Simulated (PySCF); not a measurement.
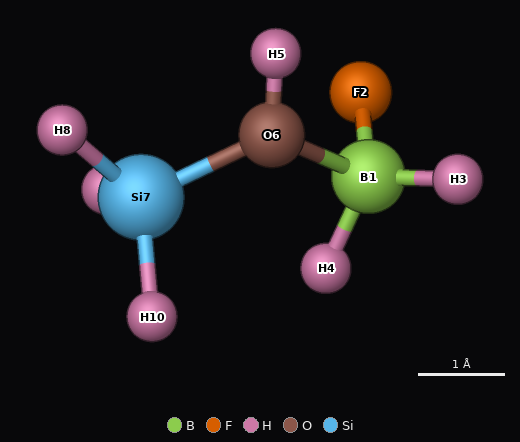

**Figure 1.** The input geometry of run A (ball-and-stick view, seen at a tilt; atoms are numbered from 1 in the order of the input).

**Two runs on BSiH6OF**

System: BSiH6OF.
Method of run A: RKS PBE-D4/def2-TZVPP, density fitting (PySCF 2.14.0).

The geometry comes from this level: PBE0-D4/def2-TZVP. Text and figures count atoms from 1; the logs count them from 0 in places.

### Input, run A
```python
import json, numpy as np
from pyscf import gto, scf, dft, mp, cc
EV, BOHR = 27.211386245988, 0.529177210903
mol = gto.M(atom="""
B -1.442523 0.191757 -0.002560
F -1.837605 -0.890664 -0.752981
H -2.160652 0.463278 0.926093
H -0.989914 1.122742 -0.648672
H -0.106923 -1.244718 1.050278
O -0.023505 -0.343572 0.721247
Si 1.365194 0.092858 -0.161026
H 2.451618 -0.731633 0.423736
H 1.179688 -0.220187 -1.591156
H 1.586083 1.528106 0.089750
""", basis="def2-tzvpp", charge=0, spin=0, max_memory=8670, verbose=0)
def mean_field(mol, dm=None):
    mf = dft.RKS(mol, xc="pbe").density_fit()
    mf.conv_tol = 1e-9; mf.grids.level = 4
    mf.kernel(dm0=dm)
    if not mf.converged: mf = mf.newton().run(mf.mo_coeff, mf.mo_occ)
    assert mf.converged
    return mf
def d4(mol):
    from pyscf.dispersion.dftd4 import DFTD4Dispersion
    real = gto.M(atom=[(mol.atom_pure_symbol(i), mol.atom_coord(i)) for i in range(10)], unit='B', charge=mol.charge, spin=None, basis='def2-svp', verbose=0)
    r = DFTD4Dispersion(real, xc="pbe", atm=True).get_dispersion(grad=True); return r["energy"], r["gradient"]
def energy_and_gradient(mol, dm=None):
    mf = mean_field(mol, dm); e, g = d4(mol)
    return mf, (mf.e_tot + e) * EV, (mf.nuc_grad_method().kernel()[:10] + g) * EV / BOHR
out = {}
mf = mean_field(mol); e = d4(mol)[0]
out.update(energy=(mf.e_tot + e) * EV, converged=True, dispersion=e * EV)
out['s2'] = mf.spin_square()[0]; out['nelec'] = mol.nelec
print(f"Total energy {out['energy']:.6f} eV, <S^2> {out['s2']:.4f}")
json.dump(out, open("out.json", "w"), default=float)
```

Launched with:
```bash
OMP_NUM_THREADS=4 python run.py
```

Hardware: 4 threads of Arm Neoverse V1, 23 GiB of memory available, shared host.

### Output (run A)
```
Total energy -13409.979052 eV, <S^2> 0.0000
```

For run B the input was changed thus:
```diff
-    mf = dft.RKS(mol, xc="pbe").density_fit()
+    mf = dft.RKS(mol, xc="bhandhlyp").density_fit()
-    r = DFTD4Dispersion(real, xc="pbe", atm=True).get_dispersion(grad=True); return r["energy"], r["gradient"]
+    r = DFTD4Dispersion(real, xc="bhlyp", atm=True).get_dispersion(grad=True); return r["energy"], r["gradient"]
```

What does this change do to the results?

The total energies belong to different models, so their difference says nothing on which is more stable or more accurate. The functional changes from PBE to bhandhlyp.

### Output (run B)
```
Total energy -13418.259663 eV, <S^2> 0.0000
```

### The two runs side by side

| quantity | run A | run B |
| --- | --- | --- |
| outcome | converged | converged |
| total energy (hartree) | −492.807641 | −493.111947 |
| basis functions | 219 | 219 |
| wall time (shared host) | 14 s | 13 s |
